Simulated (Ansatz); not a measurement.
# CHAlO (quintet): one geometry, many settings

Aim: run CHAlO (quintet) at one geometry under a spread of methods and options, and see what each costs and gives.

Computed with Ansatz 0.2.0, Gaussian basis. Level: the settings change from run to run.

31 further runs of the same task are left out: 15 that didn't finish, 16 set aside as unsound or not needed.

## 1. What is computed

The geometry is a PBE0/def2-TZVP stationary point (not a proven minimum) of the parent state, kept for this charge and spin.

4 atoms, charge 0, spin multiplicity 5.

Atoms are counted from 1 here; the program's logs count them from 0.

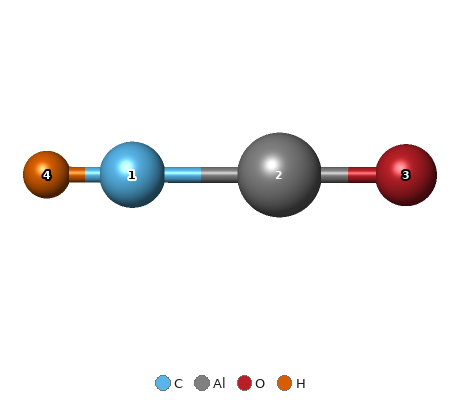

The structure; carbon blue, aluminium grey, oxygen red, hydrogen orange; atoms are numbered from 1 in the order of the file.

As a file:

```
C     0.0000    0.0000    1.0577
Al    0.0000    0.0000   -0.7992
O     0.0000    0.0000   -2.3960
H     0.0000    0.0000    2.1375
```

## 2. BCCD(T) on UHF/6-31G

Input file in.yaml:

```yaml
crystal:
  periodic: [false, false, false]
  atoms:
    - {symbol: C, position_ang: [0.000000, 0.000000, 1.057693]}
    - {symbol: Al, position_ang: [0.000000, 0.000000, -0.799174]}
    - {symbol: O, position_ang: [0.000000, 0.000000, -2.396024]}
    - {symbol: H, position_ang: [0.000000, 0.000000, 2.137505]}
basis:
  gaussian: {orbitals: 6-31G}
magnetization: {spin_polarized: true, initial_magnetization: 4}
hamiltonian: {pseudopotentials: {relativity: scalar}}
correlation: {method: bccd_t, electrons: outside_noble_gas}
output: {forces: true}
```

Command:

```bash
$ ansatz run in.yaml --threads 1 --pin off --events-out ev --progress --plain --max-ram 2393MiB
```

Log, shortened:

```text
Functional definition: HF
  name "HF"
  cite "Fock, Z. Phys. 61, 126 (1930) doi:10.1007/BF01340294"
  parent pbe
[...]
373 factors; integrals over basis functions are off by at most 2.4e-4 eV
[...]
mean field -9671.74067071 eV, -355.4299139072 hartree, gradient 2.3e-6 eV, S^2 6.020302; 17 other end points of the search recorded, 0 dependent functions left out
determinant -9671.74067071 eV, -355.4299139072 hartree, with singles and doubles -9676.73128906 eV, -355.6133157490 hartree
determinant -9670.75538669 eV, -355.3937053873 hartree, with singles and doubles -9675.83153165 eV, -355.5802502739 hartree
determinant -9669.99013553 eV, -355.3655829258 hartree, with singles and doubles -9674.90561649 eV, -355.5462235195 hartree
determinant -9669.69775798 eV, -355.3548382492 hartree, with singles and doubles -9674.54381559 eV, -355.5329275817 hartree
determinant -9668.74588731 eV, -355.3198576472 hartree, with singles and doubles -9673.66025200 eV, -355.5004572187 hartree
7 core orbitals not correlated: weight in the atoms' cores, before any rotation towards them, 1.000 or more for the frozen orbitals, at most 0.000 for the correlated occupied ones
reference -9671.74067071 eV, -355.4299139072 hartree; 9, 5 occupied and 17, 21 virtual orbitals, 373 factors
second order -4.31826329 eV of doubles, -0.00000000 eV of singles
cycle   1  -4.96990934 eV  change    2.1e-2 eV  update   1.1e-2
[...]
cycle  14  -4.96688664 eV  change   -1.8e-7 eV  update   3.4e-7
perturbative correction -0.13448151 eV, -0.0049421043 hartree
[...]
Total energy: -9676.84203886 eV, -355.6173857288 hartree
Relativity: scalar
Atom 0 at     0.000000     0.000000     1.057693 Å, force    -0.000000    -0.000000     1.631353 eV/Å
Atom 1 at     0.000000     0.000000    -0.799174 Å, force     0.000000     0.000000     6.440923 eV/Å
Atom 2 at     0.000000     0.000000    -2.396024 Å, force    -0.000000     0.000000    -8.850136 eV/Å
Atom 3 at     0.000000     0.000000     2.137505 Å, force     0.000000     0.000000     0.777860 eV/Å
Dipole moment:    -0.000000    -0.000000     0.507519 e Å
```

It took 13 s on 1 thread of AMD EPYC, shared host.

From the report: ⟨S²⟩ of the determinant 6.020 (pure quintet: 6.00); correlation -5.1014 eV; largest double amplitude 0.05.

## 3. CCSD on ROHF/6-31G*

Input file in.yaml:

```yaml
crystal:
  periodic: [false, false, false]
  atoms:
    - {symbol: C, position_ang: [0.000000, 0.000000, 1.057693]}
    - {symbol: Al, position_ang: [0.000000, 0.000000, -0.799174]}
    - {symbol: O, position_ang: [0.000000, 0.000000, -2.396024]}
    - {symbol: H, position_ang: [0.000000, 0.000000, 2.137505]}
basis:
  gaussian: {orbitals: "6-31G*"}
magnetization: {spin_polarized: false, initial_magnetization: 4}
correlation: {method: ccsd, electrons: outside_noble_gas}
scf: {lower_state_search: full}
```

Same command.

Log, shortened:

```text
Functional definition: HF
  name "HF"
  cite "Fock, Z. Phys. 61, 126 (1930) doi:10.1007/BF01340294"
  parent pbe
[...]
464 factors; integrals over basis functions are off by at most 8.0e-4 eV
[...]
mean field -9660.70089902 eV, -355.0242097808 hartree, gradient 8.1e-6 eV, S^2 6.000000; 28 other end points of the search recorded, 0 dependent functions left out
[...]
determinant -9660.70089902 eV, -355.0242097808 hartree, with singles and doubles -9668.85232946 eV, -355.3237693241 hartree
determinant -9659.52694838 eV, -354.9810678905 hartree, with singles and doubles -9667.77955308 eV, -355.2843455194 hartree
determinant -9658.75467110 eV, -354.9526872239 hartree, with singles and doubles -9666.84491157 eV, -355.2499980775 hartree
determinant -9658.45238086 eV, -354.9415782626 hartree, with singles and doubles -9666.50265126 eV, -355.2374202430 hartree
determinant -9657.29621157 eV, -354.8990898248 hartree, with singles and doubles -9665.45034134 eV, -355.1987485668 hartree
7 core orbitals not correlated: weight in the atoms' cores, before any rotation towards them, 1.000 or more for the frozen orbitals, at most 0.000 for the correlated occupied ones
reference -9660.70089902 eV, -355.0242097808 hartree; 9, 5 occupied and 35, 39 virtual orbitals, 464 factors
second order -7.11132333 eV of doubles, -0.17822981 eV of singles
cycle   1  -8.15211146 eV  change   -6.8e-4 eV  update   1.1e-3
[...]
cycle   8  -8.15281362 eV  change    1.4e-5 eV  update   4.9e-6
Total energy: -9668.85371264 eV, -355.3238201551 hartree
```

It took 31 s on 1 thread of AMD EPYC, shared host.

From the report: correlation -8.1528 eV; T1 0.021; largest double amplitude 0.04.

## 4. HF/cc-pVDZ

in.yaml, as its differences from that of step 3:

```diff
@@ -8,5 +8,5 @@
 basis:
-  gaussian: {orbitals: "6-31G*"}
+  gaussian: {orbitals: cc-pVDZ, point_charges: [{charge: -1.00, position_ang: [4.630, 0.561, 0.001]}]}
 magnetization: {spin_polarized: false, initial_magnetization: 4}
-correlation: {method: ccsd, electrons: outside_noble_gas}
-scf: {lower_state_search: full}
+hamiltonian: {xc: hf}
+output: {forces: true, orbitals: {seedname: orbitals}}
```

Same command.

Log, shortened:

```text
Functional definition: HF
  name "HF"
  cite "Fock, Z. Phys. 61, 126 (1930) doi:10.1007/BF01340294"
  parent pbe
[...]
486 factors; integrals over basis functions are off by at most 6.9e-4 eV
[...]
mean field -9661.30934259 eV, -355.0465696695 hartree, gradient 6.5e-6 eV, S^2 6.000000; 6 other end points of the search recorded, 0 dependent functions left out
[...]
reference -9661.30934259 eV, -355.0465696695 hartree; 16, 12 occupied and 35, 39 virtual orbitals, 486 factors
Total energy: -9661.30934259 eV, -355.0465696695 hartree
Atom 0 at     0.000000     0.000000     1.057693 Å, force     0.240064     0.029088     1.414391 eV/Å
Atom 1 at     0.000000     0.000000    -0.799174 Å, force    -1.288461    -0.156118     5.402912 eV/Å
Atom 2 at     0.000000     0.000000    -2.396024 Å, force     0.901533     0.109235    -7.069936 eV/Å
Atom 3 at     0.000000     0.000000     2.137505 Å, force     0.330130     0.040001     0.289566 eV/Å
Dipole moment:     0.513966     0.062275     0.444127 e Å
```

It took 8.5 s on 1 thread of AMD EPYC, shared host.

## 5. CCSD(T)/cc-pVDZ

in.yaml, as its differences from that of step 4:

```diff
@@ -8,5 +8,6 @@
 basis:
-  gaussian: {orbitals: cc-pVDZ, point_charges: [{charge: -1.00, position_ang: [4.630, 0.561, 0.001]}]}
+  gaussian: {orbitals: cc-pVDZ}
 magnetization: {spin_polarized: false, initial_magnetization: 4}
-hamiltonian: {xc: hf}
-output: {forces: true, orbitals: {seedname: orbitals}}
+hamiltonian: {xc: {name: B3LYP}}
+correlation: {method: ccsd_t, electrons: valence}
+output: {forces: true}
```

Same command.

Log, shortened:

```text
Functional definition: B3LYP
  name "B3LYP"
  cite "Stephens, Devlin, Chabalowski & Frisch, J. Phys. Chem. 98, 11623 (1994) doi:10.1021/j100096a001"
  cite "Becke, Phys. Rev. A 38, 3098 (1988) doi:10.1103/PhysRevA.38.3098"
  cite "Lee, Yang & Parr, Phys. Rev. B 37, 785 (1988) doi:10.1103/PhysRevB.37.785"
  cite "Vosko, Wilk & Nusair, Can. J. Phys. 58, 1200 (1980) doi:10.1139/p80-159"
[...]
486 factors; integrals over basis functions are off by at most 6.9e-4 eV
[...]
mean field -9690.20797729 eV, -356.1085749066 hartree, gradient 3.2e-6 eV, S^2 6.000000; 2 other end points of the search recorded, 0 dependent functions left out
[...]
7 core orbitals not correlated: weight in the atoms' cores, before any rotation towards them, 1.000 or more for the frozen orbitals, at most 0.000 for the correlated occupied ones
reference -9660.65455995 eV, -355.0225068514 hartree; 9, 5 occupied and 35, 39 virtual orbitals, 486 factors
second order -7.72770429 eV of doubles, -0.39918689 eV of singles
cycle   1  -8.48245529 eV  change   -3.6e-1 eV  update   7.8e-2
[...]
cycle  16  -8.76547151 eV  change    1.3e-7 eV  update   3.9e-7
perturbative correction -0.22598727 eV, -0.0083048790 hartree
[...]
Total energy: -9669.64601873 eV, -355.3529368670 hartree
Atom 0 at     0.000000     0.000000     1.057693 Å, force     0.000000     0.000000     1.157901 eV/Å
Atom 1 at     0.000000     0.000000    -0.799174 Å, force    -0.000000     0.000000     5.491391 eV/Å
Atom 2 at     0.000000     0.000000    -2.396024 Å, force     0.000000    -0.000000    -7.670013 eV/Å
Atom 3 at     0.000000     0.000000     2.137505 Å, force    -0.000000    -0.000000     1.020722 eV/Å
Dipole moment:     0.000000     0.000000     0.390012 e Å
```

It took 28 s on 1 thread of AMD EPYC, shared host.

From the report: correlation -8.9915 eV; T1 0.018; largest double amplitude 0.04. The orbitals are Kohn-Sham ones, so correlation energy and T1 don't compare with those on Hartree-Fock orbitals.

## 6. NEVPT2(4,9)/6-31G

in.yaml, as its differences from that of step 5:

```diff
@@ -8,6 +8,5 @@
 basis:
-  gaussian: {orbitals: cc-pVDZ}
+  gaussian: {orbitals: 6-31G, fitting: {mean_field: def2-universal-jkfit}}
 magnetization: {spin_polarized: false, initial_magnetization: 4}
-hamiltonian: {xc: {name: B3LYP}}
-correlation: {method: ccsd_t, electrons: valence}
+correlation: {method: sc_nevpt2, electrons: outside_noble_gas, active_space: {window: {electrons: 4, orbitals: 9}}}
 output: {forces: true}
```

Same command.

Log, shortened:

```text
Functional definition: HF
  name "HF"
  cite "Fock, Z. Phys. 61, 126 (1930) doi:10.1007/BF01340294"
  parent pbe
[...]
298 factors; integrals over basis functions are off by at most 3.2e-2 eV
[...]
mean field -9659.02625854 eV, -354.9626678781 hartree, gradient 1.7e-6 eV, S^2 6.000000; 20 other end points of the search recorded, 0 dependent functions left out
reference -9659.02625854 eV, -354.9626678781 hartree; 16, 12 occupied and 17, 21 virtual orbitals, 298 factors
state -9659.29600018 eV, -354.9725807007 hartree
state -9659.29600018 eV, -354.9725807007 hartree; corrected -9663.60292489 eV, -355.1308572643 hartree
[...]
Total energy: -9663.60292489 eV, -355.1308572643 hartree
Atom 0 at     0.000000     0.000000     1.057693 Å, force    -0.000000     0.000000     1.608266 eV/Å
Atom 1 at     0.000000     0.000000    -0.799174 Å, force     0.000000    -0.000000     6.542584 eV/Å
Atom 2 at     0.000000     0.000000    -2.396024 Å, force    -0.000000     0.000000    -8.662502 eV/Å
Atom 3 at     0.000000     0.000000     2.137505 Å, force    -0.000000     0.000000     0.511651 eV/Å
Dipole moment:    -0.000000     0.000000     0.477229 e Å
```

Wall time 21 s (1 thread of AMD EPYC, shared host).

From the report: 38 determinants; active occupations 1.00, 1.00, 0.99, 0.99, 0.01, 0.01, 0.00, 0.00, 0.00.

## 7. The runs in one table

Where basis and cores are those of an earlier UCCSDT(Q)/cc-pVDZ run (-9669.7698 eV), and the state is the same kind, the miss against it is given.

| level | correlated | functions | energy (eV) | from UCCSDT(Q) (meV) | time |
| --- | --- | --- | --- | --- | --- |
| BCCD(T) on UHF/6-31G (relativity set) | outside noble gas | 33 | -9676.8420 |  | 13 s |
| CCSD on ROHF/6-31G* | outside noble gas | 51 | -9668.8537 |  | 31 s |
| HF/cc-pVDZ (beside a point charge) |  | 51 | -9661.3093 |  | 8.5 s |
| CCSD(T)/cc-pVDZ (on B3LYP orbitals) | valence | 51 | -9669.6460 | 123.8 | 28 s |
| NEVPT2(4,9)/6-31G | outside noble gas | 33 | -9663.6029 |  | 21 s |

## 8. Outcome

```
quantity                                      value
    runs                                          5
quickest  HF/cc-pVDZ (beside a point charge), 8.5 s
 slowest                  CCSD on ROHF/6-31G*, 31 s
```

What this shows: Total energies in different bases, with other cores or another treatment of relativity can't be set against each other. CCSD on ROHF/6-31G* took 4 times as long as HF/cc-pVDZ (beside a point charge); the jobs differ in more than the method. Cores frozen from Kohn-Sham orbitals shift the total energy.
